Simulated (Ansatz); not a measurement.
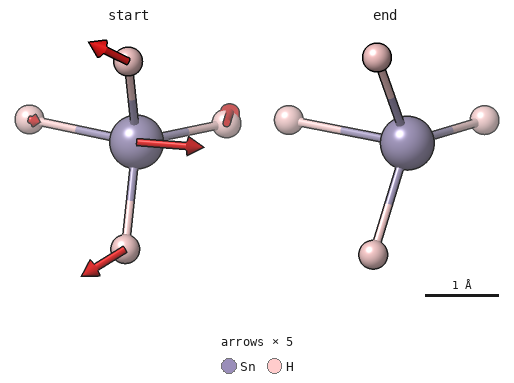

The structure of SnH4 (charge +1, multiplicity 2) before (left) and after (right) a relaxation, at one scale. The red arrows give the displacements, 5 times their true length.

Style: ball-and-stick. Shown at a tilt.

All numbers below come from Ansatz 0.2.0, UKS HSE06/STO-3G.

The input:
```yaml
crystal:
  periodic: [false, false, false]
  atoms:
    - {symbol: Sn, position_ang: [-0.068589, -0.049609, 0.101072]}
    - {symbol: H, position_ang: [0.885898, -0.764411, 1.050236]}
    - {symbol: H, position_ang: [-1.391778, 0.579761, 0.506210]}
    - {symbol: H, position_ang: [-0.213602, -0.843628, -1.325364]}
    - {symbol: H, position_ang: [0.915098, 1.450969, -0.372268]}
basis:
  gaussian: {orbitals: STO-3G}
total_charge: 1
magnetization: {spin_polarized: true, initial_magnetization: 1}
hamiltonian: {xc: {name: HSE06}}
relax: {f_tol: 0.001, max_steps: 3}
```

Launched with:
```bash
ansatz run in.yaml --threads 2 --pin off --events-out ev --progress --plain --max-ram 20480MiB --backend cpu
```

**Summarise the run.**

The relaxation stopped without meeting its thresholds, so the last structure isn't shown to be converged. The input was poor on purpose: steps. Over 2 geometry steps the energy falls by 52.1 kJ/mol. Largest force component: 1.8 eV/Å at the start, 0.046 eV/Å at the end. Sn1 moves most after the best rigid fit: 0.19 Å. Largest moves by element: Sn 0.19 Å, H 0.15 Å. Some distances before and after: Sn1–H5 1.856 → 1.994 Å, Sn1–H2 1.524 → 1.640 Å. Bond angles that change, for instance: H3–Sn1–H5 101.2° → 90.6°, H2–Sn1–H5 101.9° → 91.3°, H3–Sn1–H4 110.8° → 119.9°.

Limits of the set-up: STO-3G is a minimal basis, so the numbers are rough.
